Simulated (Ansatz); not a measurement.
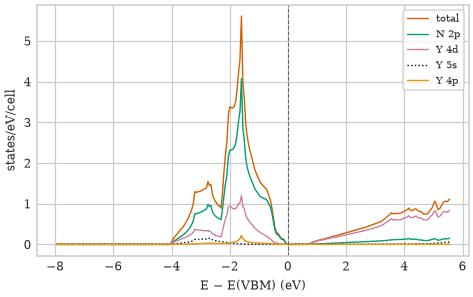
Figure: Total and projected density of states of YN (rock salt, Fm-3m), r²SCAN (plane waves, PAW; program Ansatz)

Which orbitals carry the states next to the gap?

Top 1 eV of the valence band: N 2p 81 %, Y 4d 15 %. Bottom 1 eV of the conduction band: Y 4d 86 %, N 2p 13 %. Projections are on Löwdin-orthogonalised atomic valence shells; empty p or d shells of many metals are not among them.

Where is the tallest occupied peak in this window, and what makes it?

Near -1.6 eV, about 5.6 states/eV per cell; the largest projected share is N 2p.

The r²SCAN relaxation kept the symmetry of its start. The run is not spin-polarised. Spin–orbit coupling is left out wherever it is not named.

Potentials: the later of the program's two PAW sets.
